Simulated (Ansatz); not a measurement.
```xyz
7
charge 0, multiplicity 1
S    -0.3796   -1.6102   -0.2679
In    0.2791    1.1618   -0.2739
H    -1.3265   -1.5156    0.6802
H     0.5621   -1.9637    0.6220
H    -1.1766    1.6330   -1.0792
H     0.3667    1.2855    1.4521
H     1.7360    0.9412   -1.1788
```

Describe the molecule in this file.

It has 7 atoms: 5 hydrogen, 1 indium and 1 sulfur (H₅InS). As SMILES it reads `[SH2+][InH3-]`. The point group is Cs. Coordination, clear cases only: 1 S trigonal pyramidal.

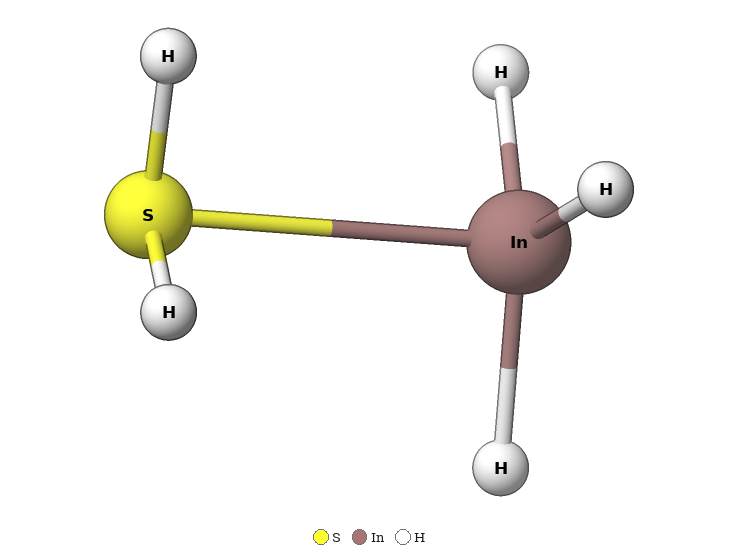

Figure made from data computed with Ansatz.
